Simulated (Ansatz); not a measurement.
# CH₅AlOSiTe: a spread of methods and bases, part 2 of 2

Ansatz 0.2.0, Gaussian basis; the settings change from run to run.

## Step 6: PBE0-DH/def2-TZVPP

in.yaml reads:

```yaml
crystal:
  periodic: [false, false, false]
  atoms:
    - {symbol: O, position_ang: [1.363944, -0.257675, 2.874375]}
    - {symbol: C, position_ang: [0.713312, -0.324009, 1.890318]}
    - {symbol: Te, position_ang: [1.593775, -0.593763, -0.093654]}
    - {symbol: Si, position_ang: [-0.750409, -0.890469, -1.209224]}
    - {symbol: Al, position_ang: [-0.234009, 1.441329, -0.938188]}
    - {symbol: H, position_ang: [-0.390478, -0.252406, 1.863883]}
    - {symbol: H, position_ang: [-0.411462, -1.698699, -2.410931]}
    - {symbol: H, position_ang: [-1.479285, -1.759196, -0.242372]}
    - {symbol: H, position_ang: [-0.722675, 2.072551, 0.433025]}
    - {symbol: H, position_ang: [0.400487, 2.211138, -2.164334]}
basis:
  gaussian: {orbitals: def2-TZVPP}
hamiltonian: {xc: {name: PBE0-DH}}
output: {forces: true}
```

On the command line:

```sh
$ ansatz run in.yaml --threads 4 --pin off --events-out ev --progress --plain --max-ram 10444MiB
```

The program printed, shortened:

```text
Functional definition: PBE0-DH
  name "PBE0-DH"
  cite "Brémond & Adamo, J. Chem. Phys. 135, 024106 (2011) doi:10.1063/1.3604569"
  cite "Perdew, Burke & Ernzerhof, Phys. Rev. Lett. 77, 3865 (1996) doi:10.1103/PhysRevLett.77.3865"
[...]
1752 factors; integrals over basis functions are off by at most 1.0e-3 eV
[...]
mean field -24918.02621779 eV, -915.7205734591 hartree, gradient 4.7e-6 eV, S^2 0.000000; 0 other end points of the search recorded, 0 dependent functions left out
16 core orbitals not correlated: weight in the atoms' cores, before any rotation towards them, 1.000 or more for the frozen orbitals, at most 0.000 for the correlated occupied ones
reference -24918.02624235 eV, -915.7205743616 hartree; 19, 19 occupied and 231, 231 virtual orbitals, 1752 factors
second order -35.51195521 eV of doubles, -0.00000000 eV of singles
[...]
Total energy: -24922.46523675 eV, -915.8837043970 hartree
Atom 0 at     1.363944    -0.257675     2.874375 Å, force    -0.143587    -0.021140    -0.229886 eV/Å
Atom 1 at     0.713312    -0.324009     1.890318 Å, force     0.033563     0.010504     0.065124 eV/Å
Atom 2 at     1.593775    -0.593763    -0.093654 Å, force    -0.143493     0.031245     0.117663 eV/Å
Atom 3 at    -0.750409    -0.890469    -1.209224 Å, force     0.054840    -0.104831     0.021875 eV/Å
Atom 4 at    -0.234009     1.441329    -0.938188 Å, force     0.025094     0.033586     0.004531 eV/Å
Atom 5 at    -0.390478    -0.252406     1.863883 Å, force     0.167345    -0.010886     0.012260 eV/Å
Atom 6 at    -0.411462    -1.698699    -2.410931 Å, force    -0.029698     0.065984     0.085487 eV/Å
Atom 7 at    -1.479285    -1.759196    -0.242372 Å, force     0.050371     0.069578    -0.070229 eV/Å
Atom 8 at    -0.722675     2.072551     0.433025 Å, force     0.026542    -0.034607    -0.072690 eV/Å
Atom 9 at     0.400487     2.211138    -2.164334 Å, force    -0.040978    -0.039432     0.065865 eV/Å
Dipole moment:    -0.281421    -0.220524    -0.258104 e Å
```

It took 21 s on 4 threads of Arm Neoverse V1, shared host; peak memory 0.93 GiB.

Largest force 0.272 eV/Å, dipole 2.12 D.

## Step 7: rPW86-PBE/def2-SVP

Options: coordinates scaled by 1.12, D3(BJ) dispersion.

in.yaml reads:

```yaml
crystal:
  periodic: [false, false, false]
  atoms:
    - {symbol: O, position_ang: [1.527617, -0.288597, 3.219300]}
    - {symbol: C, position_ang: [0.798910, -0.362891, 2.117157]}
    - {symbol: Te, position_ang: [1.785028, -0.665015, -0.104893]}
    - {symbol: Si, position_ang: [-0.840458, -0.997325, -1.354330]}
    - {symbol: Al, position_ang: [-0.262090, 1.614288, -1.050771]}
    - {symbol: H, position_ang: [-0.437336, -0.282694, 2.087549]}
    - {symbol: H, position_ang: [-0.460838, -1.902543, -2.700242]}
    - {symbol: H, position_ang: [-1.656799, -1.970300, -0.271456]}
    - {symbol: H, position_ang: [-0.809396, 2.321257, 0.484988]}
    - {symbol: H, position_ang: [0.448546, 2.476475, -2.424054]}
basis:
  gaussian: {orbitals: def2-SVP}
hamiltonian: {xc: {name: rPW86-PBE}, dispersion: d3bj}
```

The command is unchanged.

The program printed:

```text
Functional definition: rPW86-PBE
  name "rPW86-PBE"
  cite "Murray, Lee & Langreth, J. Chem. Theory Comput. 5, 2754 (2009) doi:10.1021/ct900365q"
  cite "Perdew, Burke & Ernzerhof, Phys. Rev. Lett. 77, 3865 (1996) doi:10.1103/PhysRevLett.77.3865"
  parent pbe
  exchange = rpw86_x
  correlation = pbe_c
1300 factors; their error is unknown
mean field evaluation 1: about -24943.5476 eV, gradient 5.7e1 eV
mean field evaluation 2: about -24660.8555 eV, gradient 2.0e2 eV
mean field evaluation 4: about -24942.0819 eV, gradient 5.4e1 eV
mean field evaluation 8: about -24952.3117 eV, gradient 6.3e-1 eV
mean field evaluation 16: about -24952.2451 eV, gradient 9.4e-4 eV
mean field -24952.24511825 eV, -916.9780948565 hartree, gradient 3.7e-5 eV, S^2 0.000000; 0 other end points of the search recorded, 0 dependent functions left out
reference -24952.24523745 eV, -916.9780992369 hartree; 35, 35 occupied and 80, 80 virtual orbitals, 1300 factors
Total energy: -24952.54830549 eV, -916.9892367822 hartree
```

Wall time 2.7 s (4 threads of Arm Neoverse V1, shared host).

## Step 8: revPBE/def2-SVPD

Set apart from the defaults: D3(BJ) dispersion, relativity set to none.

in.yaml reads:

```yaml
crystal:
  periodic: [false, false, false]
  atoms:
    - {symbol: O, position_ang: [1.363944, -0.257675, 2.874375]}
    - {symbol: C, position_ang: [0.713312, -0.324009, 1.890318]}
    - {symbol: Te, position_ang: [1.593775, -0.593763, -0.093654]}
    - {symbol: Si, position_ang: [-0.750409, -0.890469, -1.209224]}
    - {symbol: Al, position_ang: [-0.234009, 1.441329, -0.938188]}
    - {symbol: H, position_ang: [-0.390478, -0.252406, 1.863883]}
    - {symbol: H, position_ang: [-0.411462, -1.698699, -2.410931]}
    - {symbol: H, position_ang: [-1.479285, -1.759196, -0.242372]}
    - {symbol: H, position_ang: [-0.722675, 2.072551, 0.433025]}
    - {symbol: H, position_ang: [0.400487, 2.211138, -2.164334]}
basis:
  gaussian: {orbitals: def2-SVPD}
hamiltonian: {xc: {name: revPBE}, dispersion: d3bj, pseudopotentials: {relativity: none}}
output: {forces: true}
```

The command is unchanged.

The program printed, shortened:

```text
Functional definition: revPBE
  name "revPBE"
  cite "Zhang & Yang, Phys. Rev. Lett. 80, 890 (1998) doi:10.1103/PhysRevLett.80.890"
  cite "Perdew, Burke & Ernzerhof, Phys. Rev. Lett. 77, 3865 (1996) doi:10.1103/PhysRevLett.77.3865"
[...]
1511 factors; their error is unknown
[...]
mean field -24923.57690834 eV, -915.9245575745 hartree, gradient 3.2e-5 eV, S^2 0.000000; 0 other end points of the search recorded, 0 dependent functions left out
[...]
reference -24923.57700013 eV, -915.9245609476 hartree; 35, 35 occupied and 131, 131 virtual orbitals, 1511 factors
Total energy: -24924.27444883 eV, -915.9501917144 hartree
Atom 0 at     1.363944    -0.257675     2.874375 Å, force     1.062075     0.116065     1.640396 eV/Å
Atom 1 at     0.713312    -0.324009     1.890318 Å, force    -0.762081    -0.057960    -1.034612 eV/Å
Atom 2 at     1.593775    -0.593763    -0.093654 Å, force     0.590459    -0.137541    -0.427383 eV/Å
Atom 3 at    -0.750409    -0.890469    -1.209224 Å, force    -0.248731     0.177370    -0.095316 eV/Å
Atom 4 at    -0.234009     1.441329    -0.938188 Å, force    -0.065163     0.085092    -0.011210 eV/Å
Atom 5 at    -0.390478    -0.252406     1.863883 Å, force    -0.539234     0.025173    -0.036726 eV/Å
Atom 6 at    -0.411462    -1.698699    -2.410931 Å, force     0.080613    -0.182442    -0.252406 eV/Å
Atom 7 at    -1.479285    -1.759196    -0.242372 Å, force    -0.144955    -0.190191     0.205735 eV/Å
Atom 8 at    -0.722675     2.072551     0.433025 Å, force    -0.059985     0.075441     0.151896 eV/Å
Atom 9 at     0.400487     2.211138    -2.164334 Å, force     0.087001     0.088991    -0.140372 eV/Å
Dipole moment:    -0.212963    -0.223182    -0.225370 e Å
```

It took 2.5 s on 4 threads of Arm Neoverse V1, shared host.

Largest force 1.958 eV/Å, dipole 1.84 D.

## Step 9: BLYP/ANO-RCC-VTZP

Set apart from the defaults: D3(BJ) dispersion, the search for lower states set to full.

in.yaml, as its differences from that of step 8:

```diff
@@ -14,4 +14,5 @@
 basis:
-  gaussian: {orbitals: def2-SVPD}
-hamiltonian: {xc: {name: revPBE}, dispersion: d3bj, pseudopotentials: {relativity: none}}
+  gaussian: {orbitals: ANO-RCC-VTZP}
+hamiltonian: {xc: {name: BLYP}, dispersion: d3bj}
+scf: {lower_state_search: full}
 output: {forces: true}
```

Same command.

The program printed, shortened:

```text
Functional definition: BLYP
  name "BLYP"
  cite "Becke, Phys. Rev. A 38, 3098 (1988) doi:10.1103/PhysRevA.38.3098"
  cite "Lee, Yang & Parr, Phys. Rev. B 37, 785 (1988) doi:10.1103/PhysRevB.37.785"
[...]
2023 factors; their error is unknown
[...]
mean field -202545.24607662 eV, -7443.4005032171 hartree, gradient 5.5e-5 eV, S^2 0.000000; 0 other end points of the search recorded, 0 dependent functions left out
[...]
reference -202545.24653453 eV, -7443.4005200449 hartree; 49, 49 occupied and 217, 217 virtual orbitals, 2023 factors
Total energy: -202545.96631335 eV, -7443.4269714286 hartree
Relativity: scalar
Atom 0 at     1.363944    -0.257675     2.874375 Å, force     0.742484     0.095537     1.256380 eV/Å
Atom 1 at     0.713312    -0.324009     1.890318 Å, force    -0.803933    -0.030587    -0.661344 eV/Å
Atom 2 at     1.593775    -0.593763    -0.093654 Å, force     0.673052    -0.177903    -0.348911 eV/Å
Atom 3 at    -0.750409    -0.890469    -1.209224 Å, force    -0.365852    -0.003911    -0.188476 eV/Å
Atom 4 at    -0.234009     1.441329    -0.938188 Å, force    -0.112224     0.225255    -0.031762 eV/Å
Atom 5 at    -0.390478    -0.252406     1.863883 Å, force    -0.130682     0.005066     0.001112 eV/Å
Atom 6 at    -0.411462    -1.698699    -2.410931 Å, force     0.016748    -0.059015    -0.048752 eV/Å
Atom 7 at    -1.479285    -1.759196    -0.242372 Å, force    -0.021883    -0.058813     0.040284 eV/Å
Atom 8 at    -0.722675     2.072551     0.433025 Å, force     0.002703     0.004407    -0.031400 eV/Å
Atom 9 at     0.400487     2.211138    -2.164334 Å, force    -0.000412    -0.000036     0.012869 eV/Å
Dipole moment:    -0.240743    -0.194142    -0.250288 e Å
```

Wall time 12 s (4 threads of Arm Neoverse V1, shared host); peak memory 0.84 GiB.

Largest force 1.462 eV/Å, dipole 1.91 D.

## Step 10: BLYP/ANO-RCC-VTZP

Options: multiplicity 3, a grid of angular degree 11, D4 dispersion.

in.yaml, as its differences from that of step 9:

```diff
@@ -14,5 +14,4 @@
 basis:
-  gaussian: {orbitals: ANO-RCC-VTZP}
-hamiltonian: {xc: {name: BLYP}, dispersion: d3bj}
-scf: {lower_state_search: full}
-output: {forces: true}
+  gaussian: {orbitals: ANO-RCC-VTZP, final_grid: {core_spheres: 5, valence_spheres: 4, degree: 11}}
+magnetization: {spin_polarized: true, initial_magnetization: 2}
+hamiltonian: {xc: {name: BLYP}, dispersion: d4}
```

Same command.

The program printed, shortened:

```text
Functional definition: BLYP
  name "BLYP"
  cite "Becke, Phys. Rev. A 38, 3098 (1988) doi:10.1103/PhysRevA.38.3098"
  cite "Lee, Yang & Parr, Phys. Rev. B 37, 785 (1988) doi:10.1103/PhysRevB.37.785"
[...]
2023 factors; their error is unknown
[...]
mean field -202541.78340601 eV, -7443.2732524190 hartree, gradient 2.9e-6 eV, S^2 2.005807; 10 other end points of the search recorded, 0 dependent functions left out
reference -202541.78392907 eV, -7443.2732716412 hartree; 50, 48 occupied and 216, 218 virtual orbitals, 2023 factors
Total energy: -202542.45205158 eV, -7443.2978246906 hartree
Relativity: scalar
```

Run time: 65 s. Hardware: 4 threads of Arm Neoverse V1, shared host; peak memory 1.7 GiB.

⟨S²⟩ 2.006.

## Step 11: All runs side by side

```csv
level,charge,multiplicity,geometry,functions,energy (eV),time
r2SCAN/STO-3G,0,1,relaxed,60,-195644.602,1.1 s
r2SCAN0/def2-mTZVP,1,2,shaken,138,-24922.559,11 s
revPBE/def2-TZVPP,0,1,relaxed,266,-24932.916,22 s
B2GP-PLYP/def2-SVP,0,1,scaled,115,-24902.392,6 s
PBE0-DH/def2-TZVPP,0,1,relaxed,266,-24922.465,21 s
rPW86-PBE/def2-SVP,0,1,scaled,115,-24952.548,2.7 s
revPBE/def2-SVPD,0,1,relaxed,166,-24924.274,2.5 s
BLYP/ANO-RCC-VTZP,0,1,relaxed,266,-202545.966,12 s
BLYP/ANO-RCC-VTZP,0,3,relaxed,266,-202542.452,65 s
```

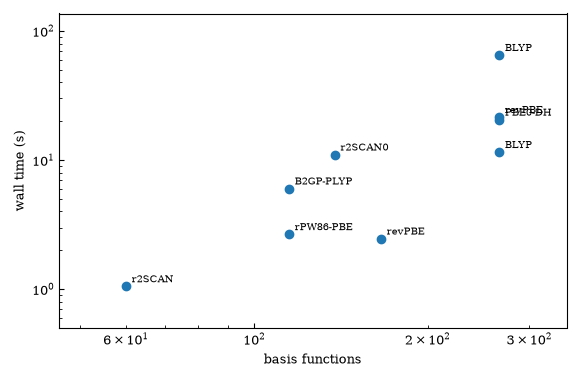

Wall time against the number of basis functions (shared host).

## Step 12: Summary of results

This closing draws on all 2 parts.

```
                                         quantity                    value
                                             runs                        9
                                         quickest     r2SCAN/STO-3G, 1.1 s
                                          slowest  BLYP/ANO-RCC-VTZP, 65 s
spread of total energies, same state and geometry              177623.5 eV
                  dipole, same state and geometry           1.71 to 2.12 D
```

**Reading.** BLYP/ANO-RCC-VTZP took 62 times as long as r2SCAN/STO-3G. The jobs differ in tasks and options as well as level. Total energies at one charge and spin differ by 177624 eV between levels, so only differences within one level mean anything. Some of these runs are scalar-relativistic and others not, which shifts the totals of all-electron atoms past neon by eV; core potentials, where a basis has them, take the core out of the total altogether. At the PBE0-D4/def2-TZVP geometry and in the same state, runs without warnings or point charges leave forces up to 1.96 eV/Å (revPBE/def2-SVPD), against 4.5 eV/Å where the atoms were moved. At that geometry and state the dipole changes by 24 % between the lowest and highest value.
